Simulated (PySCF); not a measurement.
# SVWN5/STO-3G run of GeF2 (SMILES [F][Ge][F])

What is the vertical ionisation energy of GeF2 at SVWN5/STO-3G? 

Program for the calculation: PySCF 2.14.0.

6 further runs of the same task are left out: 6 set aside as unsound or not needed.

## 1. The system as given

GeF2: 3 atoms, total charge 0, spin state singlet. As SMILES, `[F][Ge][F]`. The shape comes from GFN2-xTB, which is rough for such elements, and wasn't checked as a minimum.

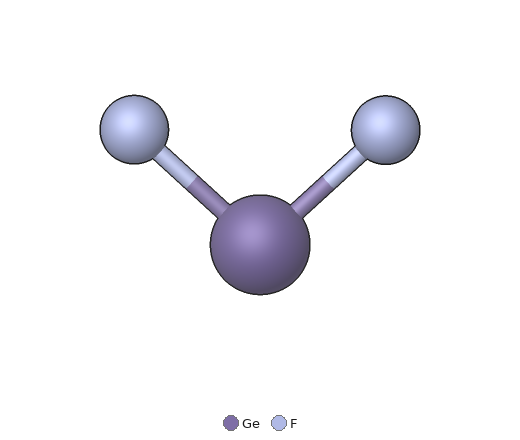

Viewed from a chosen angle; germanium purple, fluorine light blue.

## 2. The energy at SVWN5/STO-3G

Contents of input.py:

```python
from pyscf import gto, dft

system = gto.Mole()
system.atom = '''
Ge   0.004500  -0.007920  -0.812340
F    1.320810  -0.018750   0.415140
F   -1.325320   0.026670   0.397200
'''
system.basis = 'sto-3g'
system.spin = 0
system.max_memory = 1860
system.verbose = 4
system.build()

calc0 = dft.RKS(system, xc='svwn')
calc0.conv_tol = 1e-10
calc0.grids.level = 5
calc0.kernel()
if not calc0.converged:
    calc0 = calc0.newton().run(calc0.mo_coeff, calc0.mo_occ)

e_final = calc0.e_tot
print(f'total energy: {e_final:.8f} hartree')
```

Run with:

```bash
$ OMP_NUM_THREADS=1 python input.py
```

The log of the run:

```text
PySCF version 2.14.0

[INPUT] num. atoms = 3
[INPUT] num. electrons = 50
[INPUT] charge = 0
[INPUT] spin (= nelec alpha-beta = 2S) = 0
[INPUT] symmetry False subgroup None
[INPUT] Mole.unit = angstrom
[INPUT] Symbol           X                Y                Z      unit          X                Y                Z       unit  Magmom
[INPUT]  1 Ge     0.004500000000  -0.007920000000  -0.812340000000 AA    0.008503767561  -0.014966630907  -1.535100120029 Bohr   0.0
[INPUT]  2 F      1.320810000000  -0.018750000000   0.415140000000 AA    2.495969162587  -0.035432364836   0.784500903352 Bohr   0.0
[INPUT]  3 F     -1.325320000000   0.026670000000   0.397200000000 AA   -2.504491827409   0.050398995742   0.750599216677 Bohr   0.0

nuclear repulsion = 185.635829658729
number of shells = 14
number of NR pGTOs = 84
number of NR cGTOs = 28
basis = sto-3g
ecp = {}

******** <class 'pyscf.dft.rks.RKS'> ********
method = RKS
initial guess = minao
damping factor = 0
level_shift factor = 0
DIIS = <class 'pyscf.scf.diis.CDIIS'>
diis_start_cycle = 1
diis_space = 8
diis_damp = 0
SCF conv_tol = 1e-10
SCF conv_tol_grad = None
SCF max_cycles = 50
direct_scf = True
direct_scf_tol = 1e-13
XC library pyscf.dft.libxc version 7.0.0
    S. Lehtola, C. Steigemann, M. J.T. Oliveira, and M. A.L. Marques.,  SoftwareX 7, 1–5 (2018)
XC functionals = svwn
    P. A. M. Dirac.,  Math. Proc. Cambridge Philos. Soc. 26, 376 (1930)
    F. Bloch.,  Z. Phys. 57, 545 (1929)
    S. H. Vosko, L. Wilk, and M. Nusair.,  Can. J. Phys. 58, 1200 (1980)
radial grids:
    Treutler-Ahlrichs [JCP 102, 346 (1995); DOI:10.1063/1.469408] (M4) radial grids

becke partition: Becke, JCP 88, 2547 (1988); DOI:10.1063/1.454033
pruning grids: <function nwchem_prune>
grids dens level: 5
symmetrized grids: False
atomic radii adjust function: <function treutler_atomic_radii_adjust>
small_rho_cutoff = 0
Set gradient conv threshold to 1e-05
Initial guess from minao.
tot grids = 132496
init E= -2242.88498173924
  HOMO = -0.522438839071293  LUMO = -0.360343075377294  gap/eV = 4.41085
cycle= 1 E= -2245.10030657952  delta_E= -2.22  |g|= 0.353  |ddm|= 2.12
  HOMO = 0.0404073766659285  LUMO = 0.0584602243828025  gap/eV = 0.49124
cycle= 2 E= -2244.85754806995  delta_E= 0.243  |g|= 0.827  |ddm|= 2.13
  HOMO = 0.0287413006470563  LUMO = 0.0298367622746956  gap/eV = 0.02981
cycle= 3 E= -2243.21291406019  delta_E= 1.64  |g|=  1.4  |ddm|= 3.19
  HOMO = -0.0918545751554865  LUMO = 0.01302835457483  gap/eV = 2.85401
cycle= 4 E= -2245.15170468075  delta_E= -1.94  |g|= 0.133  |ddm|= 3.21
  HOMO = -0.0200867515047954  LUMO = 0.0213523828094975  gap/eV = 1.12762
cycle= 5 E= -2245.15905538864  delta_E= -0.00735  |g|= 0.0537  |ddm|= 0.365
  HOMO = -0.00994466567997132  LUMO = 0.0216789404025264  gap/eV = 0.86052
cycle= 6 E= -2245.15489619409  delta_E= 0.00416  |g|= 0.118  |ddm|= 0.244
  HOMO = -0.00492966013260324  LUMO = 0.0210689178301602  gap/eV = 0.70746
cycle= 7 E= -2245.16012312029  delta_E= -0.00523  |g|= 0.0119  |ddm|= 0.197
  HOMO = -0.000982745880942687  LUMO = 0.0217796689959379  gap/eV = 0.61940
cycle= 8 E= -2245.16023155532  delta_E= -0.000108  |g|= 0.00219  |ddm|= 0.083
  HOMO = -0.00147489147167432  LUMO = 0.0217041943169074  gap/eV = 0.63074
cycle= 9 E= -2245.1602368326  delta_E= -5.28e-06  |g|= 0.000493  |ddm|= 0.0182
  HOMO = -0.00131282522235296  LUMO = 0.0217159559508709  gap/eV = 0.62665
cycle= 10 E= -2245.16023698412  delta_E= -1.52e-07  |g|= 3.54e-05  |ddm|= 0.00224
  HOMO = -0.00131969702391757  LUMO = 0.0217164868634351  gap/eV = 0.62685
cycle= 11 E= -2245.1602369847  delta_E= -5.78e-10  |g|= 4.4e-06  |ddm|= 0.000143
  HOMO = -0.00131924090496122  LUMO = 0.0217165643233562  gap/eV = 0.62684
cycle= 12 E= -2245.16023698472  delta_E= -2.23e-11  |g|= 9.28e-07  |ddm|= 3.3e-05
  HOMO = -0.0013186609429926  LUMO = 0.0217166740199076  gap/eV = 0.62682
Extra cycle  E= -2245.16023698472  delta_E= 4.55e-13  |g|= 2.03e-06  |ddm|= 1.76e-05
converged SCF energy = -2245.16023698472
total energy: -2245.16023698 hartree
```

It took 1.1 s on 1 thread of AMD EPYC 9R45 (Zen 5), shared host; peak memory 0.15 GiB.

## 3. The doublet cation at the same level

Contents of mol.xyz:

```xyz
3

Ge     0.004500    -0.007920    -0.812340
F      1.320810    -0.018750     0.415140
F     -1.325320     0.026670     0.397200
```

Contents of calc.py:

```python
from pyscf import gto, dft

mol = gto.M(
    atom='mol.xyz',
    spin=1,
    charge=1,
    max_memory=1860,
    verbose=3,
    basis='sto-3g',
)

calc0 = dft.UKS(mol, xc='svwn')
calc0.grids.level = 5
calc0.conv_tol = 1e-10
calc0.kernel()
if not calc0.converged:
    calc0 = calc0.newton().run(calc0.mo_coeff, calc0.mo_occ)

energy = calc0.e_tot
print(f'total energy: {energy:.8f} hartree')
```

Run with:

```bash
$ OMP_NUM_THREADS=1 python calc.py
```

The log of the run:

```text
converged SCF energy = -2244.90348205861  <S^2> = 0.7511635  2S+1 = 2.0011632
total energy: -2244.90348206 hartree
```

Wall time 1.5 s (1 thread of AMD EPYC 9R45 (Zen 5), shared host); peak memory 0.15 GiB.

## 4. Summary of results

Level: SVWN5/STO-3G.

```
                                          quantity           value
                        singlet GeF2: total energy  -2245.16024 Eh
                       singlet GeF2: dipole moment          0.23 D
                         singlet GeF2: HOMO energy        -0.04 eV
                         singlet GeF2: LUMO energy         0.59 eV
                       singlet GeF2: HOMO–LUMO gap         0.63 eV
                      doublet cation: total energy  -2244.90348 Eh
doublet cation: HOMO energy (highest over α and β)       -12.54 eV
 doublet cation: LUMO energy (lowest over α and β)       -12.09 eV
                              doublet cation: ⟨S²⟩           0.751
vertical ionisation energy (to the doublet cation)        6.987 eV
```

What this shows: Removing an electron at fixed nuclei costs 6.99 eV (161 kcal/mol). −ε(HOMO) before ionisation, 0.04 eV, is 6.95 eV below this ionisation energy. In a minimal basis such a difference can be off by several eV, whatever the method. Mulliken charges (singlet GeF2) run from -0.13 on F2 to +0.26 on Ge1; they depend strongly on the basis.
